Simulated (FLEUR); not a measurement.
Band structure of TiPt3 (Pm-3m, 4 atoms in the cell).

```xyz
4
Lattice="3.8739 0.0000 0.0000 0.0000 3.8739 0.0000 0.0000 0.0000 3.8739" Properties=species:S:1:pos:R:3 pbc="T T T"
Ti     0.0000     0.0000     0.0000
Pt     1.9370     1.9370     0.0000
Pt     0.0000     1.9370     1.9370
Pt     1.9370     0.0000     1.9370
```

Method: FLEUR with PBE, all-electron FLAPW (FLEUR), scalar-relativistic valence.

Settings: Kmax = 4.2 1/bohr; GmaxXC = 16.8 1/bohr; xcFunctional = pbe; jspins = 1; l_soc = F; mode = hist; fermiSmearingEnergy = 0.00999582 Htr; mesh (inpgen div1-3) = 7 7 7; inpgen gamma flag = false; Gmax = 16.8 1/bohr; numbands = 0; maxIterBroyd = 15; imix = Anderson; alpha = 0.05.

The starting cell comes from a database of computed structures (which also holds hypothetical and non-ambient phases and stackings), without a prior relaxation at this level. Its lattice was rescaled by a random factor within 2.5 % of one. Spin-orbit coupling is off. Spin polarisation is off. Values depend on the basis (sphere radii, cutoffs, local orbitals), which need not be converged.

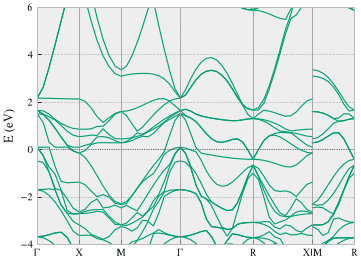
Fig. 1. Bands along the path, energies from the Fermi level.

Levels in eV from the Fermi level, bands 27 to 34:
```json
[
 {"point": "Γ", "27": "0.08", "28": "0.08", "29": "0.08", "30": "1.50", "31": "1.50", "32": "1.63", "33": "1.63", "34": "1.63"},
 {"point": "X", "27": "-2.72", "28": "-2.66", "29": "-1.39", "30": "-0.16", "31": "-0.16", "32": "0.09", "33": "0.53", "34": "0.85"},
 {"point": "M", "27": "-3.20", "28": "-2.48", "29": "-2.33", "30": "-2.31", "31": "0.27", "32": "0.27", "33": "0.43", "34": "1.59"},
 {"point": "R", "27": "-0.68", "28": "-0.68", "29": "-0.68", "30": "-0.43", "31": "-0.43", "32": "-0.43", "33": "1.29", "34": "1.29"}
]
```
